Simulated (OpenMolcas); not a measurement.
**SiHCl2F (SMILES F[SiH](Cl)Cl) at 6 levels**

We compute a comparison of 6 runs (HF/3-21G, B3LYP/6-31G*, BLYP/def2-SVPD, PBE0/def2-SVPD, SVWN5/def2-SVPD, MP2/def2-SVPD) of SiHCl2F. 

The results are computed with OpenMolcas 26.06.

### Step 1. The molecule

The species is SiHCl2F (5 atoms), meant as a singlet with charge 0. As SMILES, `F[SiH](Cl)Cl`. The Si2–H5 distance was set to 1.907 Å, away from the relaxed value.

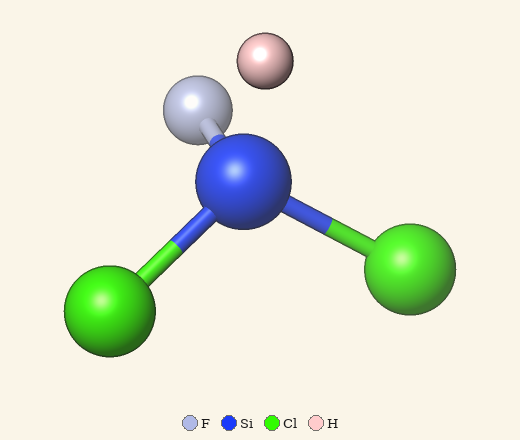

Viewed from a chosen angle; fluorine light blue, silicon blue, chlorine green, hydrogen pink.

### Step 2. A single-point energy at HF/3-21G (run 1)

Input file run.inp:

```
&GATEWAY
 BasLib=$CurrDir
 Coord
 5
 angstrom
 F       -0.380816      -0.665389       1.608872
 Si      -0.300616      -0.031089       0.162772
 Cl      -0.928216       1.889611       0.273472
 Cl      -1.509116      -1.091389      -1.066328
 H        1.503300      -0.106100      -0.452400
 Basis=3-21G
 Group=NoSym

&SEWARD

&SCF
 Thresholds=1e-10 1e-07 1e-07 1e-05
 PrOrbitals=1 1
```

The basis set 3-21G is read from a file made from the Basis Set Exchange's data (not shown).

Started as:

```console
$ export MOLCAS_MEM=1860
$ pymolcas run.inp > run.log
```

The program printed:

```text
--- Start Module: gateway ---
[...]
--- Stop Module: gateway /rc=_RC_ALL_IS_WELL_ ---
--- Start Module: seward ---
[...]
      Basis functions           50
--- Stop Module: seward /rc=_RC_ALL_IS_WELL_ ---
[...]
--- Start Module: scf ---
[...]
       Convergence after  12 Iterations
[...]
::    Total SCF energy                              -1301.5597691523
[...]
      Total spin, S                                     0.0000000000
[...]
      Total electronic charge=   58.000000
      Total            charge=   -0.000000
[...]
      Dipole Moment (debye):
      Origin of the operator (angstrom)=   -0.8426    0.1212    0.0588
                   X=  1.5510E+00               Y= -1.6712E-01               Z= -3.0038E-01           Total=  1.5887E+00
      Quadrupole Moment (debye*angstrom):
[...]
--- Stop Module: scf /rc=_RC_ALL_IS_WELL_ ---
[...]
```

It took 3.6 s on 1 thread of AMD EPYC 7R43 (Zen 3), shared host; peak memory 0.38 GiB.

### Step 3. A single-point energy at B3LYP/6-31G(d) (spherical functions) (run 2)

Input file job.input:

```
>>> EXPORT MOLCAS_PRINT=2

&GATEWAY
 BasLib=$CurrDir
 Coord
 5
 angstrom
 F       -0.380816      -0.665389       1.608872
 Si      -0.300616      -0.031089       0.162772
 Cl      -0.928216       1.889611       0.273472
 Cl      -1.509116      -1.091389      -1.066328
 H        1.503300      -0.106100      -0.452400
 Basis=6-31Gs
 Group=NoSym

&SEWARD
 GridInput
 Grid=UltraFine
 End of Grid

&SCF
 KSDFT=B3LYP
 Thresholds=1e-10 1e-07 1e-07 1e-05
 PrOrbitals=0
```

The basis set 6-31G* is read from a file made from the Basis Set Exchange's data (not shown).

Started as:

```console
$ export MOLCAS_MEM=1860
$ pymolcas job.input > job.log
```

The program printed:

```text
--- Start Module: gateway ---
[...]
--- Stop Module: gateway /rc=_RC_ALL_IS_WELL_ ---
--- Start Module: seward ---
[...]
      Basis functions           70
--- Stop Module: seward /rc=_RC_ALL_IS_WELL_ ---
[...]
--- Start Module: scf ---
[...]
       Convergence after  13 Iterations
[...]
::    Total KS-DFT energy                           -1310.4379317585
[...]
      Total spin, S                                     0.0000000000
[...]
      Total electronic charge=   58.000000
      Total            charge=   -0.000000
[...]
      Dipole Moment (debye):
      Origin of the operator (angstrom)=   -0.8426    0.1212    0.0588
                   X=  4.5725E-01               Y=  3.3451E-02               Z= -2.7232E-01           Total=  5.3325E-01
      Quadrupole Moment (debye*angstrom):
[...]
--- Stop Module: scf /rc=_RC_ALL_IS_WELL_ ---
[...]
```

It took 18 s on 1 thread of AMD EPYC 7R43 (Zen 3), shared host; peak memory 0.41 GiB.

Run 3 isn't shown in full; the table further down has it.

### Step 4. The energy at PBE0/def2-SVPD (run 4)

Input file coord.xyz:

```xyz
5

F     -0.380816    -0.665389     1.608872
Si    -0.300616    -0.031089     0.162772
Cl    -0.928216     1.889611     0.273472
Cl    -1.509116    -1.091389    -1.066328
H      1.503300    -0.106100    -0.452400
```

Input file job.input:

```
&gateway
baslib=$CurrDir
coord=coord.xyz
basis=def2-SVPD
group=NoSym
&seward
gridinput
Grid=UltraFine
End of Grid
&scf
ksdft=PBE0
thresholds=1e-10 1e-07 1e-07 1e-05
prorbitals=1 1
```

The basis set def2-SVPD is read from a file made from the Basis Set Exchange's data (not shown).

Started as:

```console
$ export MOLCAS_MEM=1860
$ pymolcas job.input > job.log
```

The program printed:

```text
--- Start Module: gateway ---
[...]
--- Stop Module: gateway /rc=_RC_ALL_IS_WELL_ ---
--- Start Module: seward ---
[...]
      Basis functions          109
--- Stop Module: seward /rc=_RC_ALL_IS_WELL_ ---
[...]
--- Start Module: scf ---
[...]
       Convergence after  13 Iterations
[...]
::    Total KS-DFT energy                           -1309.5018601715
[...]
      Total spin, S                                     0.0000000000
[...]
      Total electronic charge=   58.000000
      Total            charge=   -0.000000
[...]
      Dipole Moment (debye):
      Origin of the operator (angstrom)=   -0.8426    0.1212    0.0588
                   X=  4.0358E-01               Y=  1.8003E-01               Z= -5.7520E-01           Total=  7.2536E-01
      Quadrupole Moment (debye*angstrom):
[...]
--- Stop Module: scf /rc=_RC_ALL_IS_WELL_ ---
[...]
```

Wall time 42 s (1 thread of AMD EPYC 7R43 (Zen 3), shared host); peak memory 0.64 GiB.

Run 5 isn't shown in full; the table further down has it.

### Step 5. The energy at MP2/def2-SVPD (run 6)

Input file mol.inp:

```
* Cl2FHSi MP2
&GATEWAY
BASLIB=$CurrDir
COORD
5
angstrom
F       -0.380816      -0.665389       1.608872
Si      -0.300616      -0.031089       0.162772
Cl      -0.928216       1.889611       0.273472
Cl      -1.509116      -1.091389      -1.066328
H        1.503300      -0.106100      -0.452400
BASIS=def2-SVPD
GROUP=NoSym
&SEWARD
&SCF
THRESHOLDS=1e-10 1e-07 1e-07 1e-05
PRORBITALS=1
&MBPT2
FROZEN=16
```

The basis set def2-SVPD is read from a file made from the Basis Set Exchange's data (not shown).

Started as:

```console
$ export MOLCAS_MEM=1860
$ pymolcas mol.inp > mol.log
```

The program printed:

```text
--- Start Module: gateway ---
[...]
--- Stop Module: gateway /rc=_RC_ALL_IS_WELL_ ---
[...]
      Basis functions          109
[...]
--- Start Module: scf ---
[...]
       Convergence after  12 Iterations
[...]
::    Total SCF energy                              -1307.6325344605
[...]
      Total spin, S                                     0.0000000000
[...]
      Total electronic charge=   58.000000
      Total            charge=   -0.000000
[...]
      Dipole Moment (debye):
      Origin of the operator (angstrom)=   -0.8426    0.1212    0.0588
                   X=  4.4567E-01               Y=  1.9811E-01               Z= -6.3366E-01           Total=  7.9962E-01
      Quadrupole Moment (debye*angstrom):
[...]
--- Stop Module: scf /rc=_RC_ALL_IS_WELL_ ---
[...]
--- Start Module: mbpt2 ---
[...]
WARNING!
Default frozen orbitals as non valence orbitals is overwritten by user input.
Default values:  13
[...]
       Reference weight ( Cref**2 )         =        0.83311
::    Total MBPT2 energy                            -1308.2159285833
[...]
      Total MBPT2 calculations                           0.86      1.00
--- Stop Module: mbpt2 /rc=_RC_ALL_IS_WELL_ ---
[...]
```

Run time: 21 s. Hardware: 1 thread of AMD EPYC 7R43 (Zen 3), shared host; peak memory 0.64 GiB.

### Step 6. Overview of the runs

```
run                               level  integration grid  frozen core orbitals   energy (Eh)  dipole moment (D) of the reference  HOMO energy (eV)  LUMO energy (eV)  wall time
  1                            HF/3-21G                 –                     –  -1301.559769                                1.59            -12.59              2.07      3.6 s
  2  B3LYP/6-31G* (spherical functions)         UltraFine                     –  -1310.437932                                0.53             -9.01             -1.15       18 s
  3                      BLYP/def2-SVPD         UltraFine                     –  -1309.999755                                0.63             -7.89             -2.05       47 s
  4                      PBE0/def2-SVPD         UltraFine                     –  -1309.501860                                0.73             -9.28             -1.17       42 s
  5                     SVWN5/def2-SVPD         UltraFine                     –  -1305.271683                                0.75             -8.07             -2.24       35 s
  6                       MP2/def2-SVPD                 –                    16  -1308.215929                                0.80            -12.25              2.10       21 s
```

### Step 7. Results

| quantity | value |
| --- | --- |
| run 6: total energy | -1308.21593 Eh |
| run 6: dipole moment (mean-field density) | 0.80 D |
| run 6: HOMO energy (Hartree–Fock orbitals) | -12.25 eV |
| run 6: LUMO energy (Hartree–Fock orbitals) | 2.10 eV |
| run 6: HOMO–LUMO gap (Hartree–Fock orbitals) | 14.35 eV |
| run 6: correlation energy (16 core orbitals frozen) | -583.4 mEh |

What this shows: Over runs 1, 2, 3, 4, 5 the dipole moment (its size) runs from 0.53 D (B3LYP/6-31G*) to 1.59 D (HF/3-21G). The two ends differ in method and basis. Over runs 1, 2, 3, 4, 5 the HOMO–LUMO gap runs from 5.83 eV (SVWN5/def2-SVPD) to 14.66 eV (HF/3-21G). Totals of different functionals can't be ranked against each other. All runs together took 2.8 min, the longest 47 s.
